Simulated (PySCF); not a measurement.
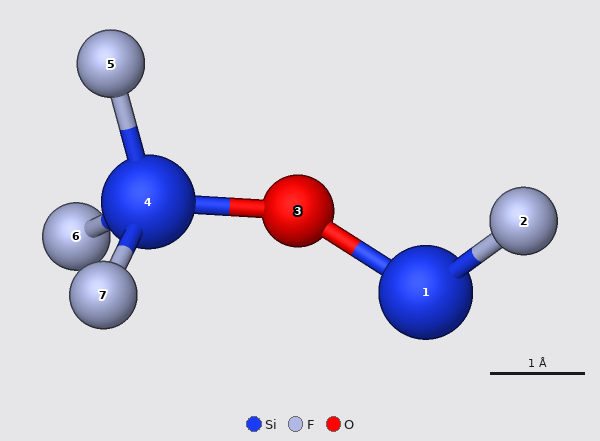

**Figure 1.** The input geometry (ball-and-stick view, seen at a tilt; atoms are numbered from 1 in the order of the input). Bond lengths as drawn: F–Si 1.59 to 1.63 Å and O–Si 1.62 to 1.67 Å.

## Run report: Si2OF4, EPR calculation

System: Si2OF4, multiplicity 3, SMILES F[Si]O[Si](F)(F)F.
Method: UKS BHandHLYP, IGLO-III on F O Si, non-relativistic, mean-field spin-orbit, GIAO (PySCF 2.14.0).

Input file
```
{"job": {"kind": "epr", "xc": "BHandHLYP"}, "charge": 0, "multiplicity": 3}
Si     1.634356    -1.370237    -0.220928
F      3.040874    -0.673935    -0.654267
O      0.269464    -0.457960    -0.526751
Si    -0.917981     0.397659     0.170322
F     -1.042595     1.822556    -0.523123
F     -2.307612    -0.360831     0.006156
F     -0.645663     0.608736     1.725664
```

The first line tells a small driver script what to run in PySCF; the rest is the geometry in Å.

Hardware: 1 CPU thread, shared host.

Command:
```bash
OMP_NUM_THREADS=1 python <driver script> task.json out
```

Output
```
UKS, coarse grid
  cycle   1  E = -1053.67088918  |g| = 8.07e-01
  cycle   2  E = -1053.62092143  |g| = 9.57e-01
  cycle   3  E = -1053.88578945  |g| = 6.19e-02
  cycle   4  E = -1053.88697631  |g| = 3.54e-02
  cycle   5  E = -1053.88741880  |g| = 9.10e-03
  cycle   6  E = -1053.88746614  |g| = 1.94e-03
  cycle   7  E = -1053.88747253  |g| = 9.92e-04
UKS, final grid
  cycle   1  E = -1053.88745789  |g| = 1.08e-03
  cycle   2  E = -1053.88745781  |g| = 1.41e-03
  cycle   3  E = -1053.88745843  |g| = 1.24e-04
  cycle   4  E = -1053.88745847  |g| = 4.32e-05
  cycle   5  E = -1053.88745847  |g| = 1.57e-05
E = -1053.88745847 Eh   <S^2> = 2.0027 (exact 2.0000)
g shifts (ppm)      1          2          3
  rmc          -196       -196       -196
  gc             53         30         51
  oz_so       -3328      -2045       -569
  total       -3471      -2211       -715
hyperfine (MHz)  atom isotope    a_iso     a_fc   dipolar eigenvalues
    0  29Si   -1052.99   -1054.63    -90.65     12.85     77.80
    1   19F     235.40     234.37   -145.01     22.00    123.01
    2   17O     -55.70     -55.70    -12.82      0.35     12.47
    3  29Si     -13.48     -13.51     -2.26      0.80      1.46
    4   19F       5.87       5.86     -4.20     -3.61      7.81
    5   19F      -0.40      -0.39     -1.04     -0.71      1.74
    6   19F      -0.85      -0.87     -2.11      0.31      1.79
zero-field splitting (cm-1)  D = -0.2019  E = -0.0186  (spin-spin -0.2862, spin-orbit 0.0846)
```

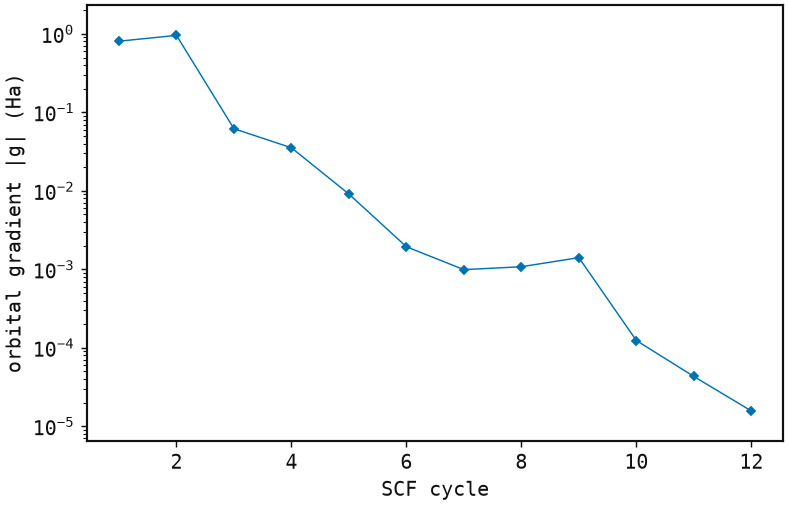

**Figure 2.** Convergence of the self-consistent field: orbital gradient |g| against the SCF cycle. All cycles printed in the log are drawn one after another.

Results in brief

| quantity | value |
| --- | --- |
| outcome | converged |
| total energy | −1053.887458 hartree |
| ⟨S²⟩ | 2.003 |
| isotropic g | 2.0002 |
| wall time | 95 s |
| peak memory | 0.87 GiB |
